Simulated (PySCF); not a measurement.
# C₃H₈O₂Si: NMR shifts at several levels of theory, part 2 of 2

PySCF 2.14.0. Atoms count from 0.

## (8) NMR shieldings: KT2/pcSseg-1

The job: settings as JSON, then the geometry in Å.

```
{"job": {"kind": "nmr", "xc": "KT2", "basis": "pcSseg-1", "pop": false}, "charge": 0, "multiplicity": 1}
C      2.399377     0.424891     0.247974
O      1.060423     0.405405     0.708205
C      0.378980    -0.728347     0.478032
O      0.855956    -1.679628    -0.081970
C     -1.030257    -0.619934     0.971772
Si    -2.127913     0.454287    -0.144661
H      2.439687     0.322491    -0.846900
H      2.816422     1.392198     0.551652
H      2.979532    -0.397276     0.692003
H     -1.042967    -0.160166     1.972131
H     -1.457899    -1.630383     1.027393
H     -2.070696    -0.046425    -1.549846
H     -1.674672     1.875021    -0.106896
H     -3.534406     0.373358     0.351754
```

Method: GIAO KT2/pcSseg-1 NMR shielding, non-relativistic, gas phase.

Log:

```text
coarse grid: 12016 points
cycle   1  E = -565.4948571118  dE =  6.477e-01  |g| = 1.016e+00  |ddm| = 3.230e+00
cycle   2  E = -564.6622570837  dE =  8.326e-01  |g| = 2.191e+00  |ddm| = 2.791e+00
cycle   3  E = -565.6305070777  dE = -9.682e-01  |g| = 5.347e-01  |ddm| = 2.447e+00
cycle   4  E = -565.6859914743  dE = -5.548e-02  |g| = 1.725e-01  |ddm| = 4.820e-01
cycle   5  E = -565.6905823148  dE = -4.591e-03  |g| = 5.862e-02  |ddm| = 1.244e-01
cycle   6  E = -565.6913375705  dE = -7.553e-04  |g| = 1.514e-02  |ddm| = 5.610e-02
cycle   7  E = -565.6913968095  dE = -5.924e-05  |g| = 3.104e-03  |ddm| = 1.648e-02
cycle   8  E = -565.6913989638  dE = -2.154e-06  |g| = 1.150e-03  |ddm| = 3.442e-03
final grid: 110944 points
cycle   9  E = -565.7913922152  dE = -2.051e-04  |g| = 1.640e-02  |ddm| = 4.212e-02
cycle  10  E = -565.7913430612  dE =  4.915e-05  |g| = 2.025e-02  |ddm| = 2.996e-02
cycle  11  E = -565.7914324237  dE = -8.936e-05  |g| = 6.693e-03  |ddm| = 2.111e-02
cycle  12  E = -565.7914400470  dE = -7.623e-06  |g| = 2.345e-03  |ddm| = 5.636e-03
cycle  13  E = -565.7914411904  dE = -1.143e-06  |g| = 2.921e-04  |ddm| = 2.034e-03
cycle  14  E = -565.7914412114  dE = -2.099e-08  |g| = 5.971e-05  |ddm| = 2.875e-04
cycle  15  E = -565.7914412123  dE = -8.383e-10  |g| = 1.696e-05  |ddm| = 6.860e-05
converged SCF energy = -565.7914412123

GIAO shielding tensors (ppm)
atom      isotropic    diamagn.    paramagn.     s11        s22        s33       span
  0 C      131.309     244.578    -113.268    100.584    116.841    176.503     75.918
  1 O      140.772     403.084    -262.312    -30.274    215.141    237.449    267.723
  2 C       18.480     254.054    -235.573    -70.488     56.978     68.951    139.438
  3 O      -85.527     404.491    -490.019   -332.755   -195.728    271.902    604.657
  4 C      165.824     254.316     -88.492    143.050    155.560    198.862     55.812
  5 Si     425.565     882.029    -456.464    393.651    411.632    471.413     77.762
  6 H       27.624      30.095      -2.471     23.735     25.625     33.513      9.779
  7 H       27.780      28.460      -0.679     24.369     26.161     32.812      8.444
  8 H       27.473      28.243      -0.771     23.793     25.244     33.381      9.587
  9 H       29.086      30.216      -1.129     25.688     28.205     33.366      7.678
 10 H       29.547      29.901      -0.354     25.362     28.260     35.020      9.657
 11 H       27.107      28.834      -1.727     24.069     25.641     31.613      7.544
 12 H       27.076      29.060      -1.983     23.676     26.113     31.440      7.764
 13 H       27.120      27.764      -0.644     24.229     24.810     32.321      8.092
```

It took 21 s on 1 thread of Arm Neoverse V1, shared host; peak memory 0.79 GiB.

Key values: δ C2 164.7, C0 51.9, C4 17.4, O3 416.2, H11 4.08, H6 3.55 ppm (means over like atoms).

## (9) Nuclear shieldings: KT3/pcSseg-1

Same as in step 8 but for these lines:

```diff
@@ -1,2 +1,2 @@
-{"job": {"kind": "nmr", "xc": "KT2", "basis": "pcSseg-1", "pop": false}, "charge": 0, "multiplicity": 1}
+{"job": {"kind": "nmr", "xc": "KT3", "basis": "pcSseg-1", "pop": false}, "charge": 0, "multiplicity": 1}
 C      2.399377     0.424891     0.247974
```

With the program's defaults for keys left out, this is: GIAO KT3/pcSseg-1 NMR shielding, non-relativistic, gas phase.

Log:

```text
coarse grid: 12016 points
cycle   1  E = -564.9472570342  dE =  6.226e-01  |g| = 1.018e+00  |ddm| = 3.250e+00
cycle   2  E = -564.1103246068  dE =  8.369e-01  |g| = 2.196e+00  |ddm| = 2.821e+00
cycle   3  E = -565.0840092187  dE = -9.737e-01  |g| = 5.370e-01  |ddm| = 2.473e+00
cycle   4  E = -565.1404657253  dE = -5.646e-02  |g| = 1.719e-01  |ddm| = 4.843e-01
cycle   5  E = -565.1450696355  dE = -4.604e-03  |g| = 5.949e-02  |ddm| = 1.244e-01
cycle   6  E = -565.1458429450  dE = -7.733e-04  |g| = 1.532e-02  |ddm| = 5.678e-02
cycle   7  E = -565.1459033806  dE = -6.044e-05  |g| = 3.073e-03  |ddm| = 1.612e-02
cycle   8  E = -565.1459054486  dE = -2.068e-06  |g| = 1.129e-03  |ddm| = 3.295e-03
final grid: 110944 points
cycle   9  E = -565.2361109684  dE = -1.744e-04  |g| = 2.169e-02  |ddm| = 4.606e-02
cycle  10  E = -565.2359542490  dE =  1.567e-04  |g| = 3.553e-02  |ddm| = 3.722e-02
cycle  11  E = -565.2361730479  dE = -2.188e-04  |g| = 6.701e-03  |ddm| = 2.662e-02
cycle  12  E = -565.2361795118  dE = -6.464e-06  |g| = 3.313e-03  |ddm| = 5.920e-03
cycle  13  E = -565.2361815439  dE = -2.032e-06  |g| = 6.727e-04  |ddm| = 2.339e-03
cycle  14  E = -565.2361816502  dE = -1.063e-07  |g| = 7.885e-05  |ddm| = 6.396e-04
cycle  15  E = -565.2361816514  dE = -1.169e-09  |g| = 3.523e-05  |ddm| = 1.023e-04
cycle  16  E = -565.2361816517  dE = -3.321e-10  |g| = 4.879e-06  |ddm| = 3.576e-05
converged SCF energy = -565.2361816517

GIAO shielding tensors (ppm)
atom      isotropic    diamagn.    paramagn.     s11        s22        s33       span
  0 C      130.805     243.508    -112.702    101.285    116.033    175.098     73.812
  1 O      140.503     402.876    -262.373    -28.552    215.279    234.783    263.334
  2 C       19.857     254.010    -234.153    -69.990     59.278     70.283    140.272
  3 O      -83.770     404.186    -487.956   -330.633   -195.878    275.201    605.834
  4 C      164.604     253.387     -88.783    142.984    154.481    196.347     53.363
  5 Si     427.335     881.276    -453.941    396.927    414.266    470.810     73.883
  6 H       27.776      30.241      -2.465     24.020     25.800     33.509      9.489
  7 H       27.976      28.592      -0.616     24.604     26.397     32.927      8.323
  8 H       27.620      28.270      -0.650     24.046     25.433     33.380      9.333
  9 H       29.240      30.291      -1.052     25.890     28.391     33.439      7.549
 10 H       29.692      29.969      -0.277     25.618     28.436     35.023      9.406
 11 H       27.405      29.174      -1.770     24.436     25.942     31.837      7.401
 12 H       27.370      29.400      -2.029     24.051     26.418     31.642      7.591
 13 H       27.409      27.977      -0.568     24.572     25.139     32.515      7.943
```

Run time: 22 s. Hardware: 1 thread of Arm Neoverse V1, shared host; peak memory 0.8 GiB.

This run: δ C2 162.4, C0 51.5, C4 17.7, O3 412.8, H11 3.93, H6 3.53 ppm (means over like atoms).

## (10) Nuclear shieldings: B97-D/pcSseg-1

Same as in step 9 but for these lines:

```diff
@@ -1,2 +1,2 @@
-{"job": {"kind": "nmr", "xc": "KT3", "basis": "pcSseg-1", "pop": false}, "charge": 0, "multiplicity": 1}
+{"job": {"kind": "nmr", "xc": "B97-D", "basis": "pcSseg-1", "pop": false}, "charge": 0, "multiplicity": 1}
 C      2.399377     0.424891     0.247974
```

Method: GIAO B97-D/pcSseg-1 NMR shielding, non-relativistic, gas phase.

Log:

```text
coarse grid: 12016 points
cycle   1  E = -558.6029878899  dE =  5.987e-01  |g| = 1.017e+00  |ddm| = 3.269e+00
cycle   2  E = -557.7670935364  dE =  8.359e-01  |g| = 2.218e+00  |ddm| = 2.643e+00
cycle   3  E = -558.7369889572  dE = -9.699e-01  |g| = 5.419e-01  |ddm| = 2.294e+00
cycle   4  E = -558.7935200931  dE = -5.653e-02  |g| = 1.675e-01  |ddm| = 4.668e-01
cycle   5  E = -558.7976662779  dE = -4.146e-03  |g| = 6.146e-02  |ddm| = 1.172e-01
cycle   6  E = -558.7984742711  dE = -8.080e-04  |g| = 1.511e-02  |ddm| = 5.532e-02
cycle   7  E = -558.7985322091  dE = -5.794e-05  |g| = 3.135e-03  |ddm| = 1.573e-02
cycle   8  E = -558.7985343764  dE = -2.167e-06  |g| = 1.163e-03  |ddm| = 3.432e-03
final grid: 110944 points
cycle   9  E = -558.8608863684  dE = -8.500e-05  |g| = 8.614e-03  |ddm| = 2.937e-02
cycle  10  E = -558.8608545842  dE =  3.178e-05  |g| = 1.424e-02  |ddm| = 1.674e-02
cycle  11  E = -558.8608960683  dE = -4.148e-05  |g| = 5.196e-03  |ddm| = 1.272e-02
cycle  12  E = -558.8609006491  dE = -4.581e-06  |g| = 1.332e-03  |ddm| = 4.091e-03
cycle  13  E = -558.8609010222  dE = -3.730e-07  |g| = 3.604e-04  |ddm| = 1.174e-03
cycle  14  E = -558.8609010467  dE = -2.457e-08  |g| = 5.614e-05  |ddm| = 2.676e-04
cycle  15  E = -558.8609010473  dE = -5.377e-10  |g| = 2.526e-05  |ddm| = 5.467e-05
converged SCF energy = -558.8609010473

GIAO shielding tensors (ppm)
atom      isotropic    diamagn.    paramagn.     s11        s22        s33       span
  0 C      126.349     243.210    -116.860     96.418    111.517    171.113     74.695
  1 O      136.478     402.895    -266.417    -37.774    216.738    230.470    268.244
  2 C       10.908     253.686    -242.778    -82.381     49.551     65.553    147.935
  3 O      -94.037     403.901    -497.938   -354.203   -206.057    278.148    632.350
  4 C      160.400     253.048     -92.648    138.345    149.338    193.517     55.172
  5 Si     408.565     880.002    -471.437    377.225    395.514    452.956     75.731
  6 H       27.806      30.187      -2.381     24.073     25.835     33.511      9.438
  7 H       27.989      28.523      -0.534     24.574     26.481     32.912      8.338
  8 H       27.649      28.297      -0.648     24.100     25.471     33.376      9.276
  9 H       29.331      30.255      -0.924     26.066     28.597     33.331      7.266
 10 H       29.782      29.911      -0.129     25.780     28.636     34.930      9.151
 11 H       27.453      29.256      -1.803     24.490     26.016     31.852      7.361
 12 H       27.412      29.481      -2.070     24.110     26.486     31.639      7.529
 13 H       27.455      28.037      -0.582     24.636     25.204     32.527      7.891
```

Wall time 21 s (1 thread of Arm Neoverse V1, shared host); peak memory 0.79 GiB.

Key values: δ C2 168.3, C0 52.8, C4 18.8, O3 424.4, H11 3.97, H6 3.60 ppm (means over like atoms).

## (11) NMR shieldings: B3LYP/pcSseg-1

Same as in step 10 but for these lines:

```diff
@@ -1,2 +1,2 @@
-{"job": {"kind": "nmr", "xc": "B97-D", "basis": "pcSseg-1", "pop": false}, "charge": 0, "multiplicity": 1}
+{"job": {"kind": "nmr", "xc": "B3LYP", "basis": "pcSseg-1", "pop": false}, "charge": 0, "multiplicity": 1}
 C      2.399377     0.424891     0.247974
```

Level: GIAO B3LYP/pcSseg-1 NMR shielding, non-relativistic, gas phase.

Log:

```text
coarse grid: 12016 points
cycle   1  E = -558.8471403112  dE =  6.596e-01  |g| = 9.483e-01  |ddm| = 3.213e+00
cycle   2  E = -558.4329726908  dE =  4.142e-01  |g| = 1.759e+00  |ddm| = 1.819e+00
cycle   3  E = -558.9917335987  dE = -5.588e-01  |g| = 3.194e-01  |ddm| = 1.389e+00
cycle   4  E = -559.0100289898  dE = -1.830e-02  |g| = 9.901e-02  |ddm| = 2.565e-01
cycle   5  E = -559.0114993311  dE = -1.470e-03  |g| = 2.881e-02  |ddm| = 5.898e-02
cycle   6  E = -559.0116759462  dE = -1.766e-04  |g| = 6.440e-03  |ddm| = 2.395e-02
cycle   7  E = -559.0116852087  dE = -9.262e-06  |g| = 1.369e-03  |ddm| = 5.492e-03
final grid: 110944 points
cycle   8  E = -559.0748323256  dE = -2.030e-05  |g| = 6.657e-03  |ddm| = 1.509e-02
cycle   9  E = -559.0748171152  dE =  1.521e-05  |g| = 1.111e-02  |ddm| = 1.126e-02
cycle  10  E = -559.0748407241  dE = -2.361e-05  |g| = 1.768e-03  |ddm| = 7.377e-03
cycle  11  E = -559.0748412785  dE = -5.544e-07  |g| = 3.083e-04  |ddm| = 1.129e-03
cycle  12  E = -559.0748412925  dE = -1.400e-08  |g| = 1.172e-04  |ddm| = 2.527e-04
cycle  13  E = -559.0748412952  dE = -2.721e-09  |g| = 2.315e-05  |ddm| = 8.933e-05
cycle  14  E = -559.0748412953  dE = -1.072e-10  |g| = 4.476e-06  |ddm| = 2.055e-05
converged SCF energy = -559.0748412953

GIAO shielding tensors (ppm)
atom      isotropic    diamagn.    paramagn.     s11        s22        s33       span
  0 C      126.345     242.507    -116.162     96.319    111.232    171.485     75.166
  1 O      141.151     403.252    -262.100    -41.399    222.925    241.928    283.328
  2 C        2.428     252.855    -250.426    -98.874     40.072     66.087    164.961
  3 O     -115.673     404.270    -519.943   -398.562   -234.382    285.924    684.485
  4 C      159.783     252.801     -93.018    137.202    147.712    194.437     57.235
  5 Si     401.774     878.882    -477.108    371.046    387.537    446.739     75.693
  6 H       27.818      29.993      -2.176     24.054     25.831     33.567      9.513
  7 H       27.935      28.424      -0.488     24.338     26.435     33.034      8.696
  8 H       27.663      28.238      -0.575     24.079     25.472     33.438      9.359
  9 H       29.377      30.205      -0.828     26.101     28.550     33.479      7.379
 10 H       29.767      29.866      -0.099     25.690     28.553     35.058      9.367
 11 H       27.422      29.019      -1.597     24.382     25.948     31.936      7.554
 12 H       27.370      29.245      -1.875     23.991     26.427     31.693      7.702
 13 H       27.445      27.889      -0.445     24.568     25.141     32.626      8.058
```

Run time: 14 s. Hardware: 1 thread of Arm Neoverse V1, shared host; peak memory 0.86 GiB.

In short: δ C2 176.8, C0 52.9, C4 19.5, O3 449.7, H11 3.97, H6 3.58 ppm (means over like atoms).

## (12) Side by side: NMR shifts

Shifts (ppm) of some atoms, chosen among heavy atoms and hydrogens apart, means over like atoms, with basis size and wall time:

| run | C2 | C0 | H11 | H9 | O3 | O1 | Si5 | functions | time |
| --- | --- | --- | --- | --- | --- | --- | --- | --- | --- |
| HF/pcSseg-1 | 179.6 | 48.9 | 3.84 | 1.70 | 431.8 | 146.7 | -57.1 | 149 | 7.2 s |
| LDA/pcSseg-1 | 177.3 | 53.4 | 4.29 | 1.94 | 459.9 | 212.0 | -69.6 | 149 | 18 s |
| PBE/pcSseg-1 | 171.7 | 52.9 | 4.12 | 1.89 | 443.0 | 202.9 | -65.3 | 149 | 21 s |
| BLYP/pcSseg-1 | 173.6 | 53.6 | 4.02 | 1.85 | 446.8 | 205.1 | -66.3 | 149 | 21 s |
| BP86/pcSseg-1 | 172.0 | 53.3 | 4.12 | 1.89 | 438.7 | 200.3 | -64.2 | 149 | 21 s |
| OPBE/pcSseg-1 | 164.0 | 51.4 | 4.08 | 1.93 | 424.0 | 193.1 | -59.8 | 149 | 21 s |
| KT2/pcSseg-1 | 164.7 | 51.9 | 4.08 | 1.86 | 416.2 | 189.9 | -64.5 | 149 | 21 s |
| KT3/pcSseg-1 | 162.4 | 51.5 | 3.93 | 1.85 | 412.8 | 188.5 | -61.8 | 149 | 22 s |
| B97-D/pcSseg-1 | 168.3 | 52.8 | 3.97 | 1.85 | 424.4 | 193.9 | -61.3 | 149 | 21 s |
| B3LYP/pcSseg-1 | 176.8 | 52.9 | 3.97 | 1.81 | 449.7 | 192.9 | -63.9 | 149 | 14 s |

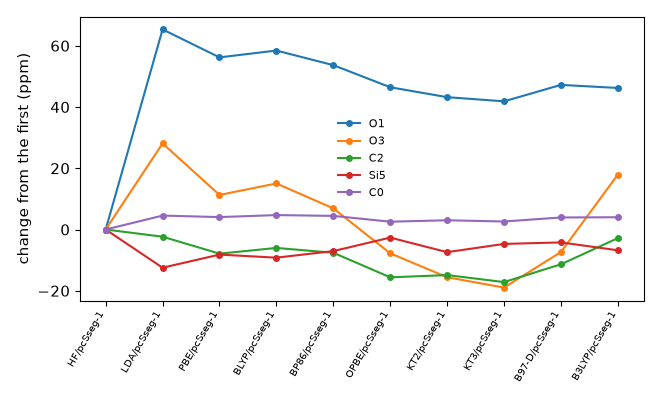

How five of the tabulated atoms move from run to run.

## (13) Outcome

This closing draws on all 2 parts.

| quantity | value |
| --- | --- |
| 13C shifts against TMS (HF/pcSseg-1) | 179.6, 48.9, 17.5 ppm |
| 1H shifts against TMS (HF/pcSseg-1, means over atoms taken as alike) | 3.84, 3.53, 1.70 ppm |
| 17O shifts against H2O (HF/pcSseg-1) | 431.8, 146.7 ppm |
| 29Si shifts against TMS (HF/pcSseg-1) | -57.1 ppm |
| range of the shift of O1 | 146.7 to 212.0 ppm |

**Reading.** Single values in the summary come from the first sound run of each kind (HF/pcSseg-1), which need not be the best level. At HF/pcSseg-1: The largest span, 710 ppm, is at O3, where the paramagnetic term is -501 ppm. Across the 10 runs the shift of O1 moves most, between 146.7 (HF/pcSseg-1) and 212.0 ppm (LDA/pcSseg-1).
